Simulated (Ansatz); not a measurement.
# Relaxing a frame of liquid aqueous KCl from 333 K (171 atoms), part 2 of 3

Wanted: the relaxed structure of a frame of liquid aqueous KCl from 333 K (171 atoms) and its electronic structure.

Ansatz 0.2.0; Kohn-Sham DFT, PBEsol, PAW (set soft_2), plane waves.

The cell: 53 O, 106 H, 6 K and 6 Cl. The network of contacts between molecules at the start is that of the classical potential that made the cell. The functional has no dispersion term. Only the Γ point is sampled, in a cell whose shortest periodic width is 12 Å.

So far. Step 2 (Single point at the start): The r.m.s. force component of 0.47 eV/Å and the pressure of -2.2 GPa set the starting point.

## Step 3: Cell and atoms relaxed

The cell is relaxed with the atoms, since the starting lattice needn't suit this functional.

Contents of input.yaml:

```yaml
crystal:
  lattice:
    - [12.48006, 0.0, 0.0]
    - [0.0, 12.48006, 0.0]
    - [0.0, 0.0, 12.48006]
  atoms:
    [... the 171 atom lines of step 2 ...]
kpoints:
  mp_grid: { grid: [1, 1, 1] }
hamiltonian:
  xc: pbesol
scf:
  occupations: { method: fermi_dirac, width: 0.025 }
output:
  forces: true
relax:
  f_tol: 0.03
  max_steps: 200
  cell: {}
```

The run is started by

```sh
$ ansatz run input.yaml --threads 4 --pin off --max-ram 8192MiB --backend cpu --events-out ev --progress --plain --runs-dir out
```

Numbers of over 12 decimals in the logs are rounded to 6 here.

Log:

```text
[...]
Crystal: 171 atoms, lattice volume = 1943.793 Å³
Basis set: ecut = 420 eV, 37993 PW (Γ), exchange–correlation on 180×180×180 points (8 copies of the dense FFT grid, shifted against one another)
Bands: 431, of which v1, the nominal top of the filled ones, is band 260 counted from 1 (259 counted from 0)
Symmetry: 1 space group operations
[...]
k-points: 1
[...]
SCF iter   1: F=—  HF=-46889.496809 eV  |F-HF|=—  |Δ(HF+E_count)|=         —  Δρ=5.69e-3  dr2=5.04e-1  ethr=1.77e-3  ⟨swp⟩=6.0  Hψ=2005  notcnv=0  defer=105
[...]
SCF iter   9: F=-46889.324450 eV  HF=-46889.324450 eV  |F-HF|=2.23e-8  |Δ(HF+E_count)|=   1.73e-7  Δρ=2.04e-6  dr2=7.70e-8  ethr=1.92e-11  ⟨swp⟩=3.0  Hψ=1261  notcnv=0
SCF 1 converged in 9 iterations: F = -46889.324450 eV  dr2 = 7.70e-8
[...]
relax step   1: F+E_penalty+E_count = -46889.32444976 eV  Δ(F+E_penalty+E_count) = +0.000e0 eV  max|allowed force component| = 1.319e0 eV/Å  Δτ_max = 0.0000 Å  P = -2.216 GPa  Ω = 1943.793 Å³  (9 SCF iters, dr2 threshold 1.00e-7 eV, accepted)
[... from here on, the SCF cycles and remarks between the steps are left out ...]
relax step   2: F+E_penalty+E_count = -46893.88753522 eV  Δ(F+E_penalty+E_count) = -4.563e0 eV  max|allowed force component| = 1.758e0 eV/Å  Δτ_max = 0.1947 Å  P = -1.571 GPa  Ω = 1910.582 Å³  energy of the carried Pulay correction = +1.105e-1 eV  (7 SCF iters, dr2 threshold 1.71e-5 eV, accepted)
relax step   3: F+E_penalty+E_count = -46895.92136764 eV  Δ(F+E_penalty+E_count) = -2.034e0 eV  max|allowed force component| = 1.468e0 eV/Å  Δτ_max = 0.1950 Å  P = -0.773 GPa  Ω = 1869.328 Å³  energy of the carried Pulay correction = +2.504e-1 eV  (7 SCF iters, dr2 threshold 1.71e-5 eV, accepted)
relax step   4: F+E_penalty+E_count = -46896.93085388 eV  Δ(F+E_penalty+E_count) = -1.009e0 eV  max|allowed force component| = 6.290e-1 eV/Å  Δτ_max = 0.1952 Å  P = +0.227 GPa  Ω = 1844.010 Å³  energy of the carried Pulay correction = +3.378e-1 eV  (7 SCF iters, dr2 threshold 1.71e-5 eV, accepted)
relax step   5: F+E_penalty+E_count = -46897.56075850 eV  Δ(F+E_penalty+E_count) = -6.299e-1 eV  max|allowed force component| = 5.979e-1 eV/Å  Δτ_max = 0.2000 Å  P = +0.202 GPa  Ω = 1835.555 Å³  energy of the carried Pulay correction = +3.673e-1 eV  (7 SCF iters, dr2 threshold 1.71e-5 eV, accepted)
relax step   6: F+E_penalty+E_count = -46898.11964136 eV  Δ(F+E_penalty+E_count) = -5.589e-1 eV  max|allowed force component| = 6.026e-1 eV/Å  Δτ_max = 0.1966 Å  P = -0.202 GPa  Ω = 1830.257 Å³  energy of the carried Pulay correction = +3.858e-1 eV  (7 SCF iters, dr2 threshold 1.71e-5 eV, accepted)
relax step   7: F+E_penalty+E_count = -46898.49518690 eV  Δ(F+E_penalty+E_count) = -3.755e-1 eV  max|allowed force component| = 5.506e-1 eV/Å  Δτ_max = 0.2000 Å  P = -0.142 GPa  Ω = 1828.001 Å³  energy of the carried Pulay correction = +3.937e-1 eV  (7 SCF iters, dr2 threshold 1.71e-5 eV, accepted)
relax step   8: F+E_penalty+E_count = -46898.82419831 eV  Δ(F+E_penalty+E_count) = -3.290e-1 eV  max|allowed force component| = 2.810e-1 eV/Å  Δτ_max = 0.1957 Å  P = -0.043 GPa  Ω = 1828.694 Å³  energy of the carried Pulay correction = +3.913e-1 eV  (7 SCF iters, dr2 threshold 1.71e-5 eV, accepted)
relax step   9: F+E_penalty+E_count = -46899.03578641 eV  Δ(F+E_penalty+E_count) = -2.116e-1 eV  max|allowed force component| = 8.406e-1 eV/Å  Δτ_max = 0.1988 Å  P = -0.126 GPa  Ω = 1829.490 Å³  energy of the carried Pulay correction = +3.885e-1 eV  (7 SCF iters, dr2 threshold 4.93e-6 eV, accepted)
relax step  10: F+E_penalty+E_count = -46899.18648592 eV  Δ(F+E_penalty+E_count) = -1.507e-1 eV  max|allowed force component| = 7.659e-1 eV/Å  Δτ_max = 0.2000 Å  P = -0.115 GPa  Ω = 1831.010 Å³  energy of the carried Pulay correction = +3.832e-1 eV  (6 SCF iters, dr2 threshold 1.71e-5 eV, accepted)
relax step  11: F+E_penalty+E_count = -46899.33931562 eV  Δ(F+E_penalty+E_count) = -1.528e-1 eV  max|allowed force component| = 5.235e-1 eV/Å  Δτ_max = 0.1963 Å  P = +0.085 GPa  Ω = 1831.936 Å³  energy of the carried Pulay correction = +3.799e-1 eV  (6 SCF iters, dr2 threshold 1.71e-5 eV, accepted)
relax step  12: F+E_penalty+E_count = -46899.46210376 eV  Δ(F+E_penalty+E_count) = -1.228e-1 eV  max|allowed force component| = 3.297e-1 eV/Å  Δτ_max = 0.2000 Å  P = +0.056 GPa  Ω = 1831.920 Å³  energy of the carried Pulay correction = +3.800e-1 eV  (6 SCF iters, dr2 threshold 1.71e-5 eV, accepted)
relax step  13: F+E_penalty+E_count = -46899.54578359 eV  Δ(F+E_penalty+E_count) = -8.368e-2 eV  max|allowed force component| = 6.066e-1 eV/Å  Δτ_max = 0.1960 Å  P = -0.015 GPa  Ω = 1834.333 Å³  energy of the carried Pulay correction = +3.715e-1 eV  (7 SCF iters, dr2 threshold 6.79e-6 eV, accepted)
relax step  14: F+E_penalty+E_count = -46899.63766296 eV  Δ(F+E_penalty+E_count) = -9.188e-2 eV  max|allowed force component| = 4.117e-1 eV/Å  Δτ_max = 0.2000 Å  P = -0.065 GPa  Ω = 1841.833 Å³  energy of the carried Pulay correction = +3.454e-1 eV  (6 SCF iters, dr2 threshold 1.71e-5 eV, accepted)
[...]
relax step  51: F+E_penalty+E_count = -46900.42574071 eV  Δ(F+E_penalty+E_count) = -2.671e-2 eV  max|allowed force component| = 7.077e-1 eV/Å  Δτ_max = 0.1933 Å  P = +0.125 GPa  Ω = 1821.290 Å³  energy of the carried Pulay correction = +7.272e-2 eV  (7 SCF iters, dr2 threshold 9.52e-6 eV, accepted)
relax step  52: F+E_penalty+E_count = -46900.40678591 eV  Δ(F+E_penalty+E_count) = +1.895e-2 eV  max|allowed force component| = 2.400e-1 eV/Å  Δτ_max = 0.2000 Å  P = -0.046 GPa  Ω = 1829.560 Å³  energy of the carried Pulay correction = +4.492e-2 eV  (7 SCF iters, dr2 threshold 1.71e-5 eV, accepted)
relax step  53: F+E_penalty+E_count = -46900.44711040 eV  Δ(F+E_penalty+E_count) = -4.032e-2 eV  max|allowed force component| = 1.580e-1 eV/Å  Δτ_max = 0.0945 Å  P = +0.004 GPa  Ω = 1825.541 Å³  energy of the carried Pulay correction = +5.846e-2 eV  (7 SCF iters, dr2 threshold 3.60e-6 eV, accepted)
relax step  54: F+E_penalty+E_count = -46900.44856474 eV  Δ(F+E_penalty+E_count) = -1.454e-3 eV  max|allowed force component| = 1.496e-1 eV/Å  Δτ_max = 0.0050 Å  P = +0.006 GPa  Ω = 1825.377 Å³  energy of the carried Pulay correction = +5.903e-2 eV  (4 SCF iters, dr2 threshold 1.56e-6 eV, accepted)
relax step  55: F+E_penalty+E_count = -46900.45201337 eV  Δ(F+E_penalty+E_count) = -3.449e-3 eV  max|allowed force component| = 1.413e-1 eV/Å  Δτ_max = 0.0738 Å  P = -0.006 GPa  Ω = 1825.886 Å³  energy of the carried Pulay correction = +5.739e-2 eV  (7 SCF iters, dr2 threshold 1.40e-6 eV, accepted)
relax step  56: F+E_penalty+E_count = -46900.45435064 eV  Δ(F+E_penalty+E_count) = -2.337e-3 eV  max|allowed force component| = 7.240e-2 eV/Å  Δτ_max = 0.0278 Å  P = -0.001 GPa  Ω = 1825.941 Å³  energy of the carried Pulay correction = +5.723e-2 eV  (6 SCF iters, dr2 threshold 1.25e-6 eV, accepted)
relax step  57: F+E_penalty+E_count = -46900.45362718 eV  Δ(F+E_penalty+E_count) = +7.235e-4 eV  max|allowed force component| = 5.449e-2 eV/Å  Δτ_max = 0.0313 Å  P = +0.006 GPa  Ω = 1826.253 Å³  energy of the carried Pulay correction = +5.616e-2 eV  (6 SCF iters, dr2 threshold 3.28e-7 eV, accepted)
relax step  58: F+E_penalty+E_count = -46900.42570579 eV  Δ(F+E_penalty+E_count) = +2.792e-2 eV  max|allowed force component| = 8.086e-2 eV/Å  Δτ_max = 0.0746 Å  P = -0.032 GPa  Ω = 1832.144 Å³  energy of the carried Pulay correction = +3.599e-2 eV  (8 SCF iters, dr2 threshold 1.86e-7 eV, rejected (line search))
relax step  59: F+E_penalty+E_count = -46900.45133087 eV  Δ(F+E_penalty+E_count) = +2.296e-3 eV  max|allowed force component| = 2.461e-2 eV/Å  Δτ_max = 0.0201 Å  P = +0.002 GPa  Ω = 1827.334 Å³  energy of the carried Pulay correction = +5.248e-2 eV  (10 SCF iters, accepted)
relax step  60: F+E_penalty+E_count = -46900.40037176 eV  Δ(F+E_penalty+E_count) = +5.096e-2 eV  max|allowed force component| = 2.439e-2 eV/Å  Δτ_max = 0.0000 Å  P = -0.017 GPa  Ω = 1827.334 Å³  stress off target by 7.36e-2 GPa  SCF on the basis re-selected at this cell (its energy is not comparable with the rows above)  (6 SCF iters)
relax step  61: F+E_penalty+E_count = -46900.40734373 eV  Δ(F+E_penalty+E_count) = -6.972e-3 eV  max|allowed force component| = 1.618e-2 eV/Å  Δτ_max = 0.0107 Å  P = -0.003 GPa  Ω = 1826.072 Å³  energy of the carried Pulay correction = +4.464e-3 eV  (8 SCF iters, dr2 threshold 1.36e-8 eV, accepted)
relax step  62: F+E_penalty+E_count = -46900.41435535 eV  Δ(F+E_penalty+E_count) = -7.012e-3 eV  max|allowed force component| = 1.067e-2 eV/Å  Δτ_max = 0.0150 Å  P = +0.006 GPa  Ω = 1824.608 Å³  energy of the carried Pulay correction = +9.644e-3 eV  (9 SCF iters, accepted)
relax step  63: F+E_penalty+E_count = -46900.40527122 eV  Δ(F+E_penalty+E_count) = +9.084e-3 eV  max|allowed force component| = 1.080e-2 eV/Å  Δτ_max = 0.0000 Å  P = +0.004 GPa  Ω = 1824.608 Å³  stress off target by 3.09e-2 GPa  SCF on the basis re-selected at this cell (its energy is not comparable with the rows above)  (5 SCF iters)
[...]
SCF converged after 5 iterations
Free energy (F): -46900.405271 eV
[...]
Internal energy: -46900.405271 eV  (E = F + TS)
E sigma→0 (E₀):  -46900.405271 eV
Fermi energy:    0.922558 eV
[...]
--- Forces (eV/Å), atoms counted from 1 ---
  atom   1  O      0.00183992     0.00149002    -0.00138273
  atom   2  H      0.00116462     0.00098699    -0.00303172
  atom   3  H      0.00024892    -0.00112735    -0.00003570
  atom   4  O     -0.00000807     0.00338322     0.00299085
  atom   5  H      0.00234156     0.00043148     0.00021359
  atom   6  H      0.00166948    -0.00505969    -0.00324564
  atom   7  O     -0.00398464    -0.00017141     0.00255941
  atom   8  H      0.00445429    -0.00087345    -0.00282805
  atom   9  H      0.00215849     0.00184457     0.00317580
  atom  10  O     -0.00015331    -0.00942944     0.00442784
  atom  11  H      0.00469715     0.00431072    -0.00170670
  atom  12  H     -0.00497124     0.00482584    -0.00217551
  atom  13  O     -0.00093514    -0.00546487    -0.00234000
  atom  14  H      0.00062526     0.00106796     0.00026728
[...]
atom 170  Cl    -0.00015443    -0.00116656    -0.00327355
  atom 171  Cl     0.00059333    -0.00051550    -0.00294543
  max |Σ_I F_I| component: 1.33e-5 eV/Å
--- Stress (GPa, compression-positive) ---
       -0.007760      -0.000960      -0.004056
       -0.000960      -0.000064      -0.018826
       -0.004056      -0.018826       0.019171
  P = ⅓ Tr σ = 0.0038 GPa (0.038 kbar)
--- Relaxed structure (60 steps of the walk, 56 accepted, 3 SCFs on fresh bases) ---
  F+E_penalty+E_count = -46900.40527122 eV   max|allowed force component| = 1.080e-2 eV/Å   (the final SCF, on the basis selected at the relaxed cell)
  cell:  # Å, volume = 1824.6078 Å³
    - [12.032298, 0.00103053, -0.210725]
    - [0.00103053, 12.133551, -0.497585]
    - [-0.210725, -0.497585, 12.521879]
  atoms:
    - { symbol: O, position: [1.000675, 0.223779, 0.797010] }
    - { symbol: H, position: [1.028294, 0.169454, 0.846265] }
    - { symbol: H, position: [0.919190, 0.209176, 0.792833] }
    - { symbol: O, position: [0.318974, 0.518516, 0.581475] }
[...]
- { symbol: Cl, position: [0.909537, 0.742283, 0.303320] }
```

The job ended after 18 min (4 threads of Intel Xeon Platinum 8375C at 2.90GHz (Ice Lake), shared host; peak memory 2.7 GiB; 65 min of CPU time).

The steps of the relaxation (22 of 63):

```
step  energy less that of the first step (eV)  largest force component (eV/Å)  pressure (GPa)  volume (Å³)
   1                                   0.0000                          1.3193           -2.22      1943.79
   4                                  -7.6064                          0.6290            0.23      1844.01
   7                                  -9.1707                          0.5506           -0.14      1828.00
  10                                  -9.8620                          0.7659           -0.11      1831.01
  13                                 -10.2213                          0.6066           -0.01      1834.33
  16                                 -10.4498                          0.1433           -0.03      1849.24
  19                                 -10.5867                          0.4546           -0.12      1856.54
  22                                 -10.7971                          0.2210           -0.02      1852.73
  25                                 -11.0016                          0.1176            0.00      1851.90
  28                                 -11.0460                          0.3269            0.03      1849.84
  31                                 -11.1333                          0.4236           -0.07      1838.99
  33                                 -11.1297                          0.2214            0.00      1842.96
  36                                 -11.1704                          0.0930           -0.02      1840.91
  39                                 -11.1731                          0.0217            0.01      1841.96
  42                                 -11.0224                          0.0349           -0.02      1830.43
  45                                 -11.0754                          0.0333            0.00      1818.84
  48                                 -11.0568                          0.0666           -0.03      1826.26
  51                                 -11.1013                          0.7077            0.13      1821.29
  54                                 -11.1241                          0.1496            0.01      1825.38
  57                                 -11.1292                          0.0545            0.01      1826.25
 60*                                 -11.0759                          0.0244           -0.02      1827.33
 63*                                 -11.0808                          0.0108            0.00      1824.61
```

Relaxation steps marked * repeat the geometry before them on a plane-wave basis chosen anew for their cell, so energy and pressure can jump there. Other such steps can lie between the rows shown. Relaxation steps 27, 33, 38, 58 were tried and not accepted.

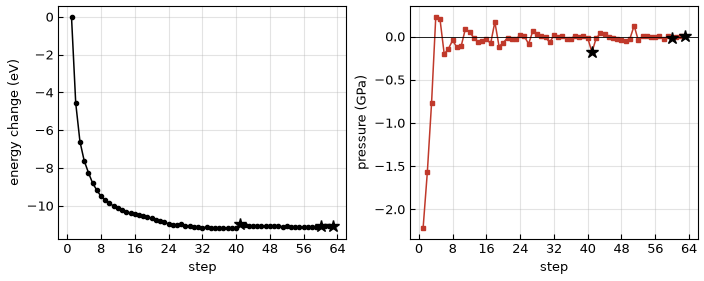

Energy and pressure along the relaxation. Stars mark steps on a basis chosen anew.

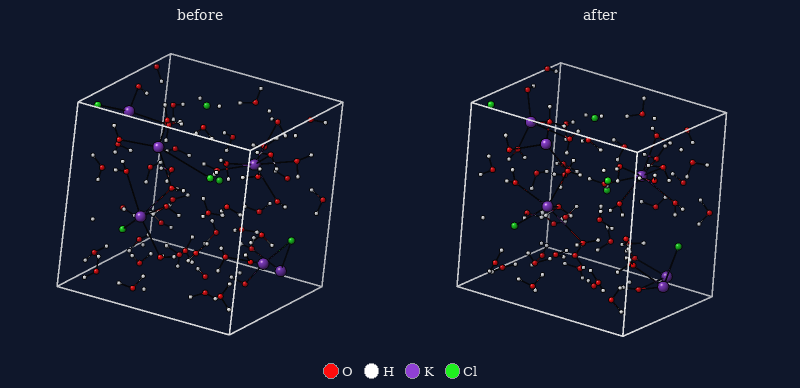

The structure before and after the relaxation, drawn at the same scale. Bonds to atoms that aren't drawn are left out.

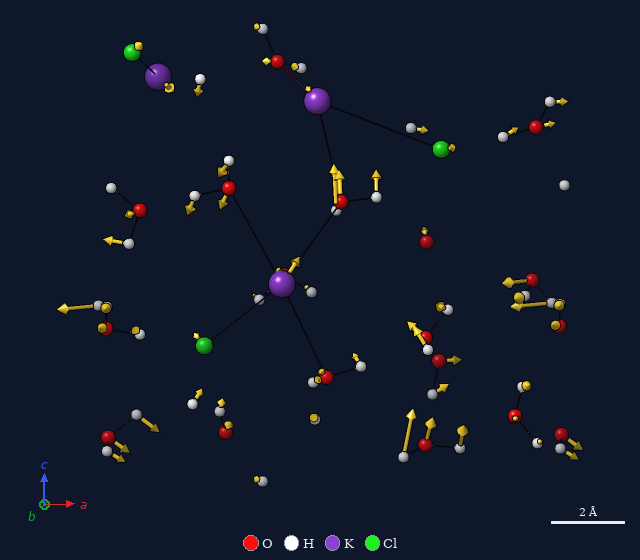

Displacements in the relaxation, scaled, measured against the changing cell; the longest in the cell stands for 2.31 Å. Drawn is a slice 4 Å thick, seen along the normal of the ac plane. Bonds to atoms that aren't drawn are left out.

```
     cell as run  before   after  change
           a (Å)  12.480  12.034  -3.6 %
           b (Å)  12.480  12.144  -2.7 %
           c (Å)  12.480  12.534  +0.4 %
           α (°)   90.00   94.62  +5.1 %
           β (°)   90.00   91.97  +2.2 %
           γ (°)   90.00   89.95  -0.1 %
volume (Å³/atom)   11.37   10.67  -6.1 %
```

The atoms that moved most (Å, as changes of fractional coordinates times the final cell):

```
atom      dx      dy      dz  length
 H15   0.395  -0.507   2.216   2.307
H120  -1.890  -0.810  -0.099   2.059
H153  -0.088   0.290   2.030   2.053
O118  -1.302  -1.003  -0.040   1.644
 H14   0.069  -1.147   1.092   1.585
 O13   0.239  -0.825   1.187   1.465
 H80  -0.335   0.912   0.877   1.309
H159  -0.725  -0.886  -0.621   1.302
```

The relaxation changed the energy by -64.8 meV/atom, and atoms moved by 0.74 Å r.m.s., 2.3 Å at most.

## Step 4: Local order after relaxation

Bonds before and after, by the cutoffs listed below:

```
pair  bonds before  bonds after  mean before (Å)  mean after (Å)  spread before (Å)  spread after (Å)
 H-O           106          106            1.000           0.999              0.000             0.012
Cl-K             5            2            3.151           3.335              0.073             0.007
```

Density 1.28 g/cm³, 10.67 Å³ an atom.

Pair distribution functions g(r), in bins of 0.2 Å:

```
r (Å)  total   H-H   H-O  H-Cl   H-K   O-O  O-Cl
 0.90   3.03  0.00  7.90  0.00  0.00  0.00  0.00
 1.10   2.27  0.00  5.90  0.00  0.00  0.00  0.00
 1.30   0.00  0.00  0.00  0.00  0.00  0.00  0.00
 1.50   0.91  1.73  0.63  0.00  0.00  0.00  0.00
 1.70   1.19  0.97  2.10  0.00  0.00  0.00  0.00
 1.90   0.31  0.20  0.59  0.00  0.00  0.00  0.00
 2.10   1.00  1.93  0.03  5.62  0.00  0.00  0.00
 2.30   0.72  1.69  0.00  1.71  0.00  0.00  0.00
 2.50   0.33  0.59  0.06  0.19  0.00  0.70  0.00
 2.70   0.77  0.52  0.24  0.00  0.15  3.76  0.00
 2.90   0.89  0.66  1.09  0.00  1.36  1.01  0.00
 3.10   1.37  0.68  2.13  0.11  2.24  0.43  5.49
 3.30   1.21  0.98  1.42  0.91  2.83  0.61  1.70
 3.50   1.12  1.28  0.98  1.79  1.51  1.06  0.19
 3.70   1.03  1.26  0.91  0.99  1.01  0.90  0.49
 3.90   1.07  1.07  1.05  1.88  0.52  1.15  0.75
 4.10   1.07  1.08  1.02  1.02  1.14  1.41  1.34
 4.30   0.95  1.07  0.87  0.92  0.50  0.95  0.85
 4.50   0.95  0.82  0.99  0.68  0.84  1.15  1.47
 4.70   1.02  0.93  1.02  1.41  1.03  0.96  1.74
 4.90   0.96  0.93  0.99  0.81  1.18  0.91  1.33
 5.10   0.95  0.96  0.92  0.96  1.36  0.87  0.79
 5.30   1.02  1.01  1.02  1.17  1.02  0.91  0.98
 5.50   0.95  0.98  0.95  0.87  1.28  0.90  0.61
 5.70   0.91  0.89  0.88  1.13  0.91  0.88  0.63
 5.90   1.04  1.10  1.00  0.85  1.09  1.02  1.25
```

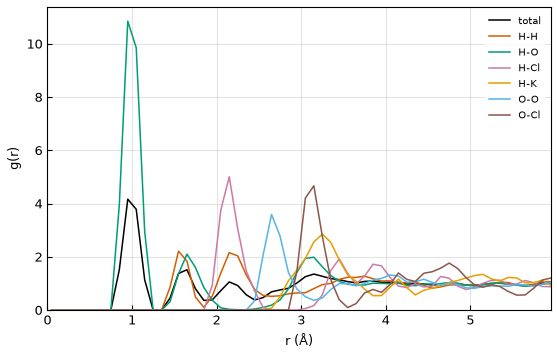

Pair distribution functions, lightly smoothed.

Bonds by pair of elements; cutoffs follow the first minimum of g(r), held within bounds set by covalent radii, and pairs that aren't listed don't count as bonded:

```
pair A-B  cutoff (Å)  bonds  mean length (Å)  spread (Å)  shortest (Å)  B about A  A about B
     H-O        1.21    106            0.999       0.012         0.981          1          2
     O-K        3.15     30             2.81       0.115          2.58      0.566          5
    Cl-K        3.57      2             3.33       0.007          3.33      0.333      0.333
```

The cutoff for O-K falls short of the minimum of g(r), so counts run low and odd coordinations can be artefacts.

How many atoms have how many bonded neighbours:

```
element   mean  0    1   2   3  4  5  6  7
     Cl  0.333  5    0   1   0  0  0  0  0
      H      1  0  106   0   0  0  0  0  0
      K   5.33  0    0   0   1  0  2  2  1
      O   2.57  0    0  27  22  4  0  0  0
```

Bond angles (no mean is given where the spread exceeds 20°):

```
 angle  count  mean (°)  spread (°)
 O-K-O     63         -           -
 H-O-K     60       110        16.4
 H-O-H     53       106         2.3
Cl-K-O     11         -           -
 K-O-K      4       120          12
```

Hydrogen bonds between water molecules (O–O under 3.5 Å, H–O···O angle under 30°):

```
hydrogen bonds to other water  molecules
                            0          0
                            1          4
                            2         16
                            3         22
                            4          7
                            5          4
```

First shells of the ions:

```
ion  count                 shell  mean number
  K      6  water O within 3.6 A         6.33
```

Bond length by coordination (bonds to H left out):

```
element  coordination  atoms  mean bond length (Å)
     Cl             2      1                  3.33
      K             3      1                  2.69
      K             5      2                  2.79
      K             6      2                  2.87
      K             7      1                  2.94
      O             3     22                  2.82
      O             4      4                   2.8
```

The 53 water molecules hold 2.83 hydrogen bonds each to other water on average, with a mean O–O distance of 2.70 Å. Ion shells in this frame: K 6.3 (water O within 3.6 Å).

[end of part 2 of 3]

[Logs are printed without paths, hosts, clocks, repeated set-up lines and the standing remarks that a program may print on its own settings, such as how far it seeks lower states.]

[Hosts, paths, dates, database ids (printed as entryN), source tags and the programs' standing remarks are cut or masked in the printed files.]
